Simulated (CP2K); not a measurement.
Consider 2-silylimidazole at its PBE geometry (Å).

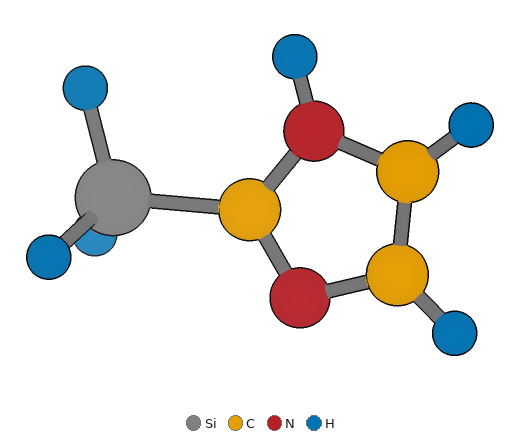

The molecule (silicon grey, carbon orange, nitrogen red, hydrogen blue).

```xyz
12

Si    2.1125    0.1002   -0.2677
C     0.2539    0.1182   -0.1499
N    -0.5342    0.9347   -0.8573
C    -1.8250    0.6540   -0.4729
C    -1.8408   -0.3449    0.4808
N    -0.5205   -0.6808    0.6744
H     2.5572   -0.2553   -1.6428
H     2.6705    1.4299    0.0997
H     2.6173   -0.9260    0.6918
H    -2.6723    1.1821   -0.8987
H    -2.6447   -0.8318    1.0197
H    -0.1740   -1.3802    1.3228
```

Method: CP2K XAS_TDP, all-electron GAPW, PBEh(45%), aug-pc-1, TDA, GW2X-corrected core level, no relativity.

**Question.** Predict the bright core excitations at the N K edge.

Leading lines: N3 399.42 eV and N6 401.91 eV. The leading line of an atom is its first one with 35 % of the strongest within 2.5 eV of its lowest line over the strength cut. Core ionisation energies at this level: N3 404.26 and N6 406.34 eV.

The first six lines of each atom with a strength over 0.0015:

```
                    atom  energy (eV)  states  strength, one atom  above the computed threshold
      N3 (bonded to 2 C)       399.42       1              0.0510                              
                               402.54       1              0.0030                              
                               403.27       1              0.0028                              
                               404.19       1              0.0016                              
                               404.92       1              0.0016                           yes
                               405.16       1              0.0031                           yes
N6 (bonded to 2 C and H)       401.91       1              0.0360                              
                               403.32       1              0.0160                              
                               405.26       1              0.0066                              
                               405.74       1              0.0018                              
                               406.01       1              0.0017                              
                               406.26       1              0.0035
```

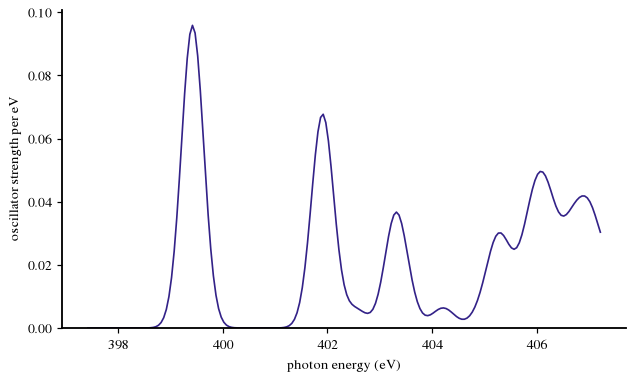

All atoms added, broadened by 0.5 eV.

Lines are vertical, at one geometry, with no vibrational structure. GW2X ionisation energies and lines can be off by 1 to 2 eV either way, and a good line position may hide errors that cancel. These values hold no scalar relativity, about 0.2 eV for N 1s. Rydberg lines, and the discretised continuum above threshold, depend on the basis and the box.

[Banner, clock and machine lines of the logs are left out without a mark of their own.]

[Logs are printed without paths, hosts, clocks, repeated set-up lines and the standing remarks that a program may print on its own settings, such as how far it seeks lower states.]

[Hosts, paths, dates, database ids (printed as entryN), source tags and the programs' standing remarks are cut or masked in the printed files.]
